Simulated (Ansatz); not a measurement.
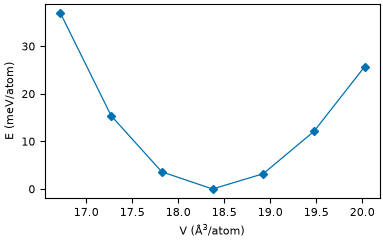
Figure: Ga (α-Ga, Cmce) under volume change, plane-wave PAW LDA (Ansatz code), shape and atoms relaxed at each volume.

Task: What does a third-order Birch–Murnaghan fit give for V₀, B₀ and B′?

Result: V₀ = 18.37 Å³/atom, B₀ = 65.9 GPa, B′ = 5.1.

Symmetry was held in the LDA relaxation.

Potentials: the earlier of the program's two PAW sets. The files were generated under PBE; for other functionals the program regenerates the frozen cores, and for LDA and PBEsol the local potential too.
